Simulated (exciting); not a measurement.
# Electron–core-hole interaction in the Se K spectrum of Lu2SeO2, part 2 of 2

Aim: the Se K absorption edge of Lu2SeO2 with the electron–hole interaction treated explicitly, and what each term of the kernel does.

exciting sodium; X-ray absorption, core-level Bethe-Salpeter equation, exchange and statically screened direct term, Tamm-Dancoff, all-electron LAPW+lo LDA.

So far. Step 6 (Exchange alone): Maxima (height): 6.9 eV (0.77) and 20.3 eV (0.35). The spectrum is that of the independent-particle run within 1 %. Step 7 (Direct term alone): Maxima (height): 4.8 eV (1.00) and 19.2 eV (0.27). The spectrum is that of the singlet run within 1 %.

## (8) Coarser mesh

Changed against the first singlet run: k mesh from 4×4×2 to 3×3×1.

Input file input.xml:

```
<input>
  <title>Lu2SeO2</title>
  <structure speciespath="." autormt="false" epslat="1.0e-5">
    <crystal>
      <basevect>7.0223729230 0.0000000000 0.0000000000</basevect>
      <basevect>-3.5111864615 6.0815533462 0.0000000000</basevect>
      <basevect>0.0000000000 0.0000000000 12.5607002188</basevect>
    </crystal>
    <species speciesfile="Lu.xml" rmt="2.240">
      <atom coord="0.6666666667 0.3333333333 0.7067959200"/>
      <atom coord="0.3333333333 0.6666666667 0.2932040800"/>
    </species>
    <species speciesfile="Se.xml" rmt="2.300">
      <atom coord="0.0000000000 0.0000000000 0.0000000000"/>
    </species>
    <species speciesfile="O.xml" rmt="1.804">
      <atom coord="0.6666666667 0.3333333333 0.3748970700"/>
      <atom coord="0.3333333333 0.6666666667 0.6251029300"/>
    </species>
  </structure>
  <groundstate do="skip" xctype="LDA_PW" ngridk="5 5 2" rgkmax="7" gmaxvr="14" nempty="8" swidth="0.001" maxscl="100" epsengy="1e-5"/>
  <xs xstype="BSE" ngridk="3 3 1" ngridq="3 3 1" vkloff="0.097 0.273 0.493" rgkmax="7" nempty="42" gqmax="3" lmaxapwwf="5" lmaxemat="2" broad="0.04300" tevout="true">
    <energywindow intv="457.986 459.603" points="439"/>
    <screening screentype="full" nempty="65"/>
    <BSE xas="true" xasspecies="2" xasatom="1" xasedge="K" bsetype="singlet" nstlxas="1 38"/>
    <qpointset>
      <qpoint>0 0 0</qpoint>
    </qpointset>
    <plan>
      <doonly task="xsgeneigvec"/>
      <doonly task="writepmatxs"/>
      <doonly task="scrgeneigvec"/>
      <doonly task="scrwritepmat"/>
      <doonly task="screen"/>
      <doonly task="scrcoulint"/>
      <doonly task="exccoulint"/>
    </plan>
  </xs>
</input>
```

Input file input.xml for the last start (plan only):

```
  <plan>
    <doonly task="bse"/>
  </plan>
```

Started as:

```
> OMP_NUM_THREADS=1 mpirun -n 4 exciting
> OMP_NUM_THREADS=4 exciting
```

Numbers of over 12 decimals in the logs are rounded to 6 here.

The log of the run:

```text
| EXCITING SODIUM started for task xsgeneigvec ( 301)                          =
One-shot GS runs for BSE calculations
One-shot GS runs for k+qmt/2 grids
Info(xsgeneigvec): Generating eigenvectors for Q-point      1
Info(xsgeneigvec): Generation of eigenvectors finished
| EXCITING SODIUM started for task writepmatxs ( 320)                          =
Info(writepmatxs): Momentum matrix elements finished
| EXCITING SODIUM started for task scrgeneigvec ( 401)                         =
One-shot GS runs for BSE calculations
One-shot GS runs for k+qmt/2 grids
[...]
Info(setup_bse_block): Setting up RR part of hamiltonian
Info(setup_bse_block): Singlet spin state
Info(bse): Diagonalizing RR Hamiltonian (TDA)
Info(bse): Invoking Lapack routine ZHEEVR
       684 eigen solutions found in the interval:
         i1=       1 i2=     684
Info(bse): Writing excition energies and oscillator strengths to text file.
Info(makespectrum_dist): Making spectrum using formula for coupling with time reversed AR basis.
Info(makespectrum_dist): Using formalism for vanishing momentum transfer.
Info(writederived): Writing quantities derived from the macroscopic dielectric function.
Info(bselauncher): Spectrum finished for iqmt=  1
Info(bselauncher): All done for BSE type singlet
```

The job ended after 4.7 min (4 MPI ranks of Intel Xeon at 2.70GHz, shared host).

These settings are cheaper. Against the singlet run the r.m.s. difference is 9 %. The highest maximum lies at 4.6 eV (0.96), against 4.8 eV (1.00). The first bright state moves from 0.24 to 0.17 eV. The lowest bare transition of this run lies at 0.87 eV, against 0.37. A coarse mesh samples few band energies, and it inflates the long-range part of the attraction.

| E (eV) | first run | this run |
| --- | --- | --- |
| -6.0 | 0.03 | 0.03 |
| -5.0 | 0.03 | 0.03 |
| -4.0 | 0.04 | 0.04 |
| -3.0 | 0.06 | 0.05 |
| -2.0 | 0.08 | 0.08 |
| -1.0 | 0.12 | 0.12 |
| 0.0 | 0.22 | 0.20 |
| 1.0 | 0.37 | 0.30 |
| 2.0 | 0.55 | 0.42 |
| 3.0 | 0.67 | 0.65 |
| 4.0 | 0.84 | 0.89 |
| 5.0 | 0.99 | 0.94 |
| 6.0 | 0.74 | 0.75 |
| 7.0 | 0.59 | 0.62 |
| 8.0 | 0.49 | 0.54 |
| 9.0 | 0.39 | 0.42 |
| 10.0 | 0.31 | 0.30 |
| 11.0 | 0.30 | 0.26 |
| 12.0 | 0.29 | 0.29 |
| 13.0 | 0.26 | 0.31 |
| 14.0 | 0.24 | 0.29 |
| 15.0 | 0.23 | 0.23 |
| 16.0 | 0.23 | 0.23 |
| 17.0 | 0.25 | 0.24 |
| 18.0 | 0.25 | 0.23 |
| 19.0 | 0.27 | 0.23 |
| 20.0 | 0.25 | 0.21 |
| 21.0 | 0.20 | 0.17 |
| 22.0 | 0.18 | 0.13 |

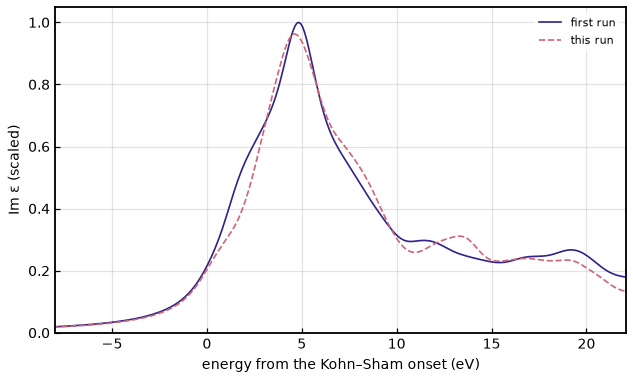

This run beside the first singlet run.

## (9) The levels of theory side by side

| level | curve passes 0.15 (eV) | highest maximum (eV) | its height |
| --- | --- | --- | --- |
| IP | 1.4 | 6.9 | 0.77 |
| RPA | 1.4 | 6.9 | 0.77 |
| direct only | -0.6 | 4.8 | 1.00 |
| singlet | -0.6 | 4.8 | 1.00 |

| E (eV) | IP | RPA | direct only | singlet |
| --- | --- | --- | --- | --- |
| -6.0 | 0.02 | 0.02 | 0.03 | 0.03 |
| -5.0 | 0.02 | 0.02 | 0.03 | 0.03 |
| -4.0 | 0.02 | 0.02 | 0.04 | 0.04 |
| -3.0 | 0.03 | 0.03 | 0.06 | 0.06 |
| -2.0 | 0.04 | 0.04 | 0.08 | 0.08 |
| -1.0 | 0.05 | 0.05 | 0.12 | 0.12 |
| 0.0 | 0.08 | 0.08 | 0.22 | 0.22 |
| 1.0 | 0.12 | 0.12 | 0.37 | 0.37 |
| 2.0 | 0.20 | 0.20 | 0.55 | 0.55 |
| 3.0 | 0.28 | 0.28 | 0.67 | 0.67 |
| 4.0 | 0.35 | 0.35 | 0.84 | 0.84 |
| 5.0 | 0.46 | 0.46 | 0.99 | 0.99 |
| 6.0 | 0.67 | 0.67 | 0.74 | 0.74 |
| 7.0 | 0.77 | 0.77 | 0.59 | 0.59 |
| 8.0 | 0.71 | 0.71 | 0.49 | 0.49 |
| 9.0 | 0.63 | 0.63 | 0.39 | 0.39 |
| 10.0 | 0.52 | 0.52 | 0.31 | 0.31 |
| 11.0 | 0.41 | 0.41 | 0.30 | 0.30 |
| 12.0 | 0.39 | 0.39 | 0.29 | 0.29 |
| 13.0 | 0.37 | 0.37 | 0.26 | 0.26 |
| 14.0 | 0.34 | 0.34 | 0.24 | 0.24 |
| 15.0 | 0.31 | 0.31 | 0.23 | 0.23 |
| 16.0 | 0.29 | 0.29 | 0.23 | 0.23 |
| 17.0 | 0.29 | 0.29 | 0.25 | 0.25 |
| 18.0 | 0.30 | 0.30 | 0.25 | 0.25 |
| 19.0 | 0.32 | 0.32 | 0.27 | 0.27 |
| 20.0 | 0.35 | 0.35 | 0.25 | 0.25 |
| 21.0 | 0.33 | 0.33 | 0.20 | 0.20 |
| 22.0 | 0.28 | 0.28 | 0.18 | 0.18 |

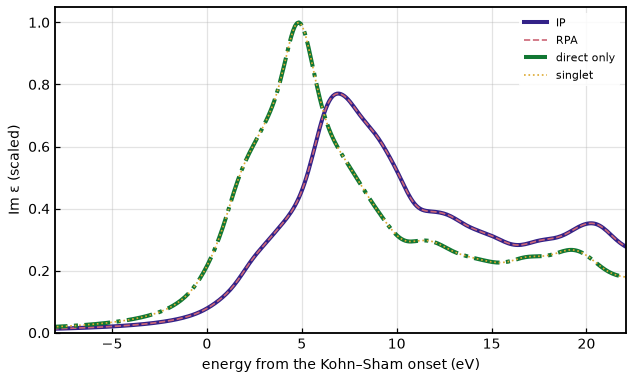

The spectrum at each level.

## (10) Outcome

```yaml
absorber_and_edge: Se K, atom 3
surroundings: 6 Lu at 2.90 Å, 6 O at 3.29 Å and 6 Se at 3.72 Å (18-fold, site symmetry -3m)
first_bright_state: 0.24 eV from the Kohn–Sham onset, on this mesh
highest_maximum: 4.8 eV
cost_of_the_bse_run: 16 min on 4 MPI ranks of Intel Xeon at 2.70GHz, shared host; the last task ran on as many threads
```

In words: Is a core exciton bound? Undecided on this mesh: the first bright state (over 5 % of the brightest) lies at 0.24 eV from the Kohn–Sham onset and at -0.13 eV from the lowest bare transition of its own mesh; weaker or dark states reach down to -0.22 eV. Exchange alone changes the independent-particle spectrum by 0.0 % r.m.s. Leaving exchange out of the full kernel changes the spectrum by 0.0 % r.m.s. With 32 k points the binding energies are rough, and fine structure above the first lines is partly noise of the mesh. Exchange and the short-range direct term aren't converged in the kernel cutoff. The zero comes from the unshifted 5×5×2 ground-state mesh; it is exact only where the band minimum lies on that mesh. The Kohn–Sham onset, 12474 eV, is no photon energy (tabulated edge of the element: 12658 eV): the scale needs a rigid shift. No quasiparticle correction widens the gap or stretches the bands. Vibrations and energy-dependent lifetimes are left out. The structure is a Materials Project entry, computed there, and may be a hypothetical form.

[Banner, clock and machine lines of the logs are left out without a mark of their own.]

[Logs are printed without paths, hosts, clocks, repeated set-up lines and the standing remarks that a program may print on its own settings, such as how far it seeks lower states.]

[Hosts, paths, dates, database ids (printed as entryN), source tags and the programs' standing remarks are cut or masked in the printed files.]
